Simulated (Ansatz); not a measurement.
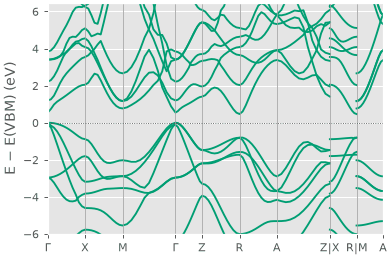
Figure: Band structure from the program Ansatz at the LDA level (PAW)

Task: Read off the gap and where the band edges lie.

Result: About 0.5 eV (0.47 eV by a search for the band edges); maximum at Γ, minimum at R.

The material is ZnSnP$_{2}$ in space group P-4m2 (No. 115; Zn on 1a, Sn on 1c, P on 2g).

The workflow started from a Materials Project entry (that database holds measured and hypothetical structures alike); the Crystallography Open Database copy checked does not list it. Whether it is the stable phase at ambient conditions was not checked. The cell was relaxed with LDA under the symmetry of its start; its stability against distortions is not shown here. Scalar-relativistic: spin–orbit coupling is off unless named, which matters more the heavier the elements.

Potentials: the later of the program's two PAW sets.
